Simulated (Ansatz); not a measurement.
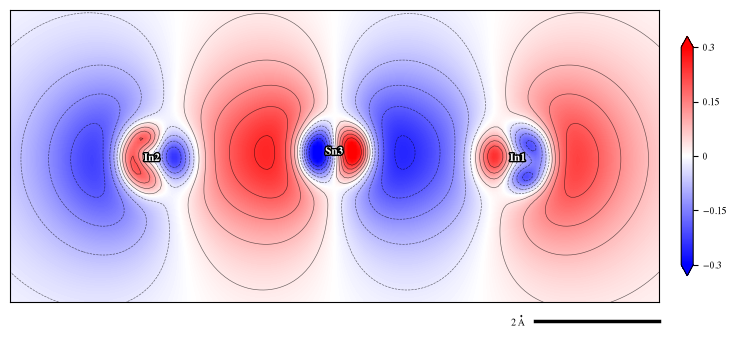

Figure 1: In2Sn (triplet). The HOMO (α) on a plane that holds the molecular axis (values in Å⁻³ᐟ²; the overall sign is arbitrary).

Geometry: PBE0-D4/def2-SVP; core potentials replace the inner electrons of In and Sn.

Method: Ansatz, UKS PBE0-D4/def2-TZVP.

```xyz
3

In   -1.6592    0.4426    2.3782
In    1.6830   -0.3785   -2.3726
Sn   -0.0238   -0.0641   -0.0057
```

What is the character of this orbital?

Answer. It lies mainly on Sn3 (about 35 %), In1 (about 35 %) and In2 (about 35 %); it is of σ type. Its energy is −4.68 eV.
